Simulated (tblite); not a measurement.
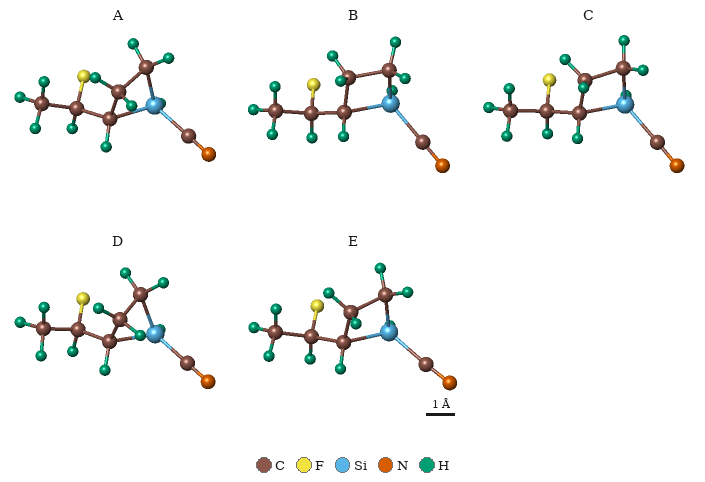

5 geometries from one relaxation of C$_{6}$H$_{10}$FNSi, in shuffled order. The picture is a ball-and-stick view, seen from a free direction.

The calculation used GFN2-xTB geometry optimisation, gas phase in tblite 0.8.0. 

Question: Put them in the order of the run, from the start to the converged end.

Answer: D, A, E, C, B. They are steps 0, 26, 48, 86, 142, at +29.8 kcal/mol, +2.42 kcal/mol, +1.09 kcal/mol, +0.40 kcal/mol relative to the last. After 142 geometry steps the energy has fallen by 29.8 kcal/mol. An H atom moves most after the best rigid fit: 1.68 Å. By element the largest moves are H 1.68 Å, N 1.11 Å, C 0.71 Å, F 0.47 Å, Si 0.17 Å. Among the contacts that change: C–Si 1.840 → 1.924 Å, C–Si 1.804 → 1.867 Å, C–C 1.484 → 1.546 Å, C–H 1.130 → 1.089 Å. Bond angles that change, for instance: C–C–C 90.1° → 100.0°, C–C–H 119.0° → 110.1°, C–Si–H 116.1° → 108.3°. Groups turn about C–C by about 60°, C–C by about 60°, C–Si by about 40°.
